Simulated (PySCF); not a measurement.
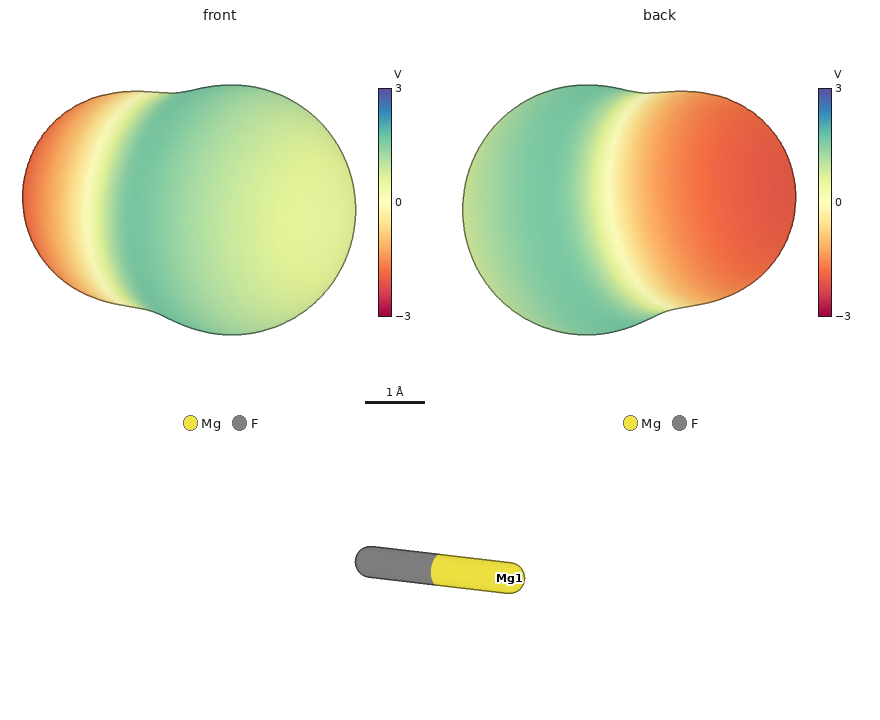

The picture shows: MgF (doublet). The electrostatic potential painted on the density surface at 0.001 e/bohr³, seen from the front and from behind; the colour scale runs from red (negative) to blue (positive). The bare structure is drawn below in the same view.

Theory: PBE0/def2-TZVP, non-relativistic Hamiltonian with scalar-relativistic core potentials where named, at a bond length of 1.767 Å (PySCF).

Q: Describe the electrostatic potential map.

A: The most negative region (about −2.0 V, or −46 kcal/mol for a unit charge) lies over F2, the most positive (about +1.6 V, or +37 kcal/mol for a unit charge) over Mg1.
